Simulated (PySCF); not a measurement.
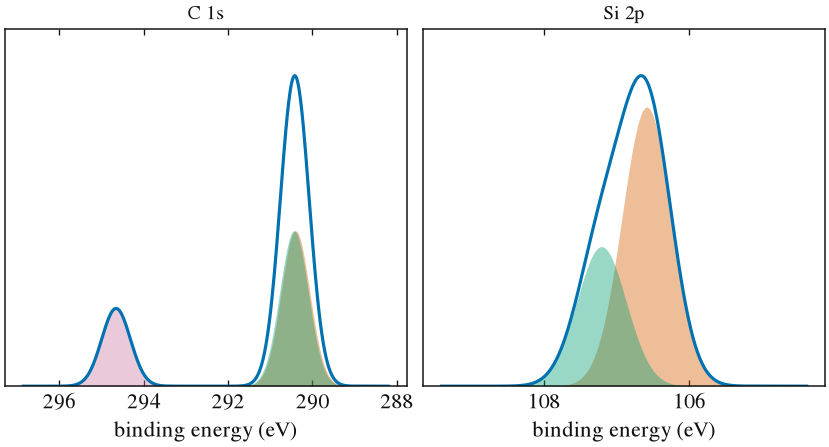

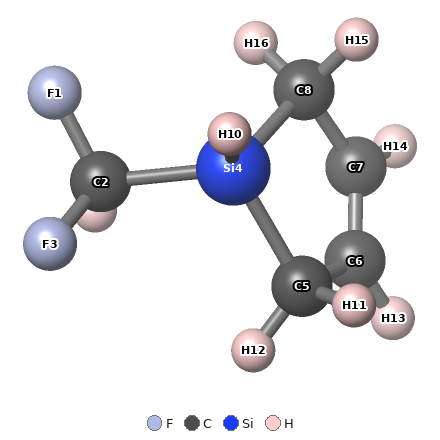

Simulated XPS of C₅H₈F₂Si, SMILES FC(F)[SiH]1CC=CC1. Vertical core-electron binding energies by ΔSCF (SCAN, pcX-2 on the ionised atom, pcseg-1 elsewhere, spin-free X2C; PySCF, at a PBE0-D3(BJ)/def2-SVP geometry (no frequency check)), gas phase, against the vacuum level. One atom of each kind was ionised; within a panel, areas follow the number of like atoms and 2j + 1 (2p levels are split by first-order spin-orbit coupling, an approximation), each panel is scaled alone, Gaussians of 0.8 eV full width. Only the regions named are shown. Lines closer than the width merge in the curve.

### Assign the components.

```tsv
level	atoms	binding energy (eV)
C 1s	C2	294.7
C 1s	C6, C7	290.4
C 1s	C5, C8	290.4
Si 2p1/2	Si4	107.2
Si 2p3/2	Si4	106.6
```

### How large is the chemical shift across the C 1s region?

4.3 eV, from C5, C8 at 290.4 eV to C2 at 294.7 eV.

Note: one conformer of a flexible molecule.
